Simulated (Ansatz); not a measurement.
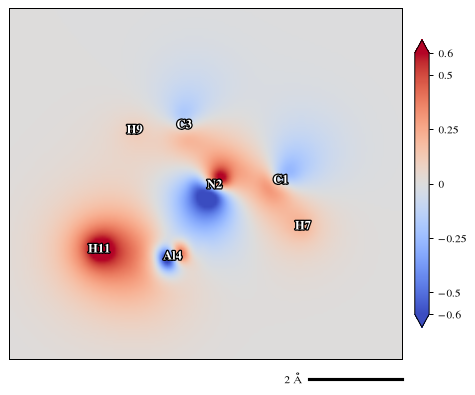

*C2H7AlN (doublet). The HOMO−1 (β) on the plane of atoms C3, N2 and Al4 (values in Å⁻³ᐟ²; the overall sign is arbitrary).*

Geometry: PBE0-D4/def2-TZVP.

Computed with UKS PBE0-D4/def2-TZVPP in Ansatz.

Input file:

```
crystal:
  periodic: [false, false, false]
  atoms:
    - {symbol: C, position_ang: [-0.490438, 1.295211, -0.273981]}
    - {symbol: N, position_ang: [-0.251496, -0.125191, -0.202722]}
    - {symbol: C, position_ang: [0.881284, -0.449914, 0.632061]}
    - {symbol: Al, position_ang: [-1.228882, -1.356131, -1.040450]}
    - {symbol: H, position_ang: [0.375821, 1.831042, -0.687783]}
    - {symbol: H, position_ang: [-0.691724, 1.722048, 0.719011]}
    - {symbol: H, position_ang: [-1.351942, 1.511736, -0.910971]}
    - {symbol: H, position_ang: [0.736538, -0.096118, 1.662972]}
    - {symbol: H, position_ang: [1.038468, -1.530402, 0.667746]}
    - {symbol: H, position_ang: [1.804919, 0.012829, 0.255673]}
    - {symbol: H, position_ang: [-0.757149, -2.872109, -0.800958]}
basis:
  gaussian: {orbitals: def2-TZVPP}
magnetization: {spin_polarized: true, initial_magnetization: 1}
hamiltonian: {xc: pbe0, dispersion: d4}
output: {orbitals: {seedname: orbitals}}
```

Run with:

```sh
ansatz run in.yaml --threads 4 --pin off --events-out ev --progress --plain --max-ram 10444MiB
```

Describe this orbital and give its energy.

Answer. Its weight (Hirshfeld) is mainly on H11 (about 35 %), Al4 (about 30 %), N2 (about 20 %) and C1 (about 5 %). Its energy is −8.71 eV.
